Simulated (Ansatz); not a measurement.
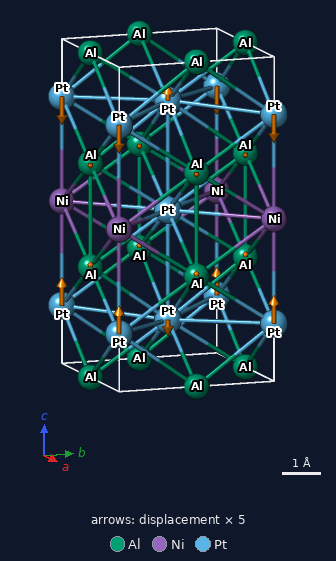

A relaxation of a crystal of Al$_{6}$NiPt$_{5}$ (a generated structure, set up in P4/mmm). The starting structure is drawn; orange arrows show the displacements (the part carried along by the change of the cell is left out), 5 times their true length.

Style: ball-and-stick. Shown: the cell of the calculation, slightly off an axis.

These are results of DFT PBE, scalar-relativistic, plane waves, PAW (Ansatz), not measurements. Settings: plane-wave cutoff 420 eV; k-point mesh 8 × 8 × 4; occupations gaussian; smearing width 0.1 eV; no spin polarisation; cell and atoms relaxed; force threshold 0.01 eV/Å; at most 80 steps.

Q: What did the optimiser do to the structure, and how much energy did it gain?

A: The largest moves relative to the cell, 0.16 Å, are those of Pt atoms. Largest moves by element: Pt 0.16 Å, Al 0.03 Å. Ni stays in place. The volume changes by +0.6 %, with a = b 4.420 → 4.187 Å (−5.3 %), c 8.832 → 9.903 Å (+12.1 %). Some distances before and after: Pt–Pt 3.143 → 3.841 Å, Pt–Pt 2.986 → 3.440 Å, Al–Al 2.824 → 3.102 Å, Ni–Pt 2.845 → 3.031 Å. The space group stays P4/mmm (No. 123). After 9 accepted moves (12 points after the start) the energy has fallen by 0.125 eV per cell of the calculation. Largest force component: 0.16 eV/Å at the start, 0.0018 eV/Å at the end. The pressure goes from 0.09 to 0.00 GPa. The line search rejected the trial step at point 5 of the run. At 2 points the geometry stayed and the basis and grid were re-selected for the new cell (energy shift of 12.5 meV per cell of the calculation at most each time).

Limits of the set-up: an element that often carries a moment was run without spin polarisation.
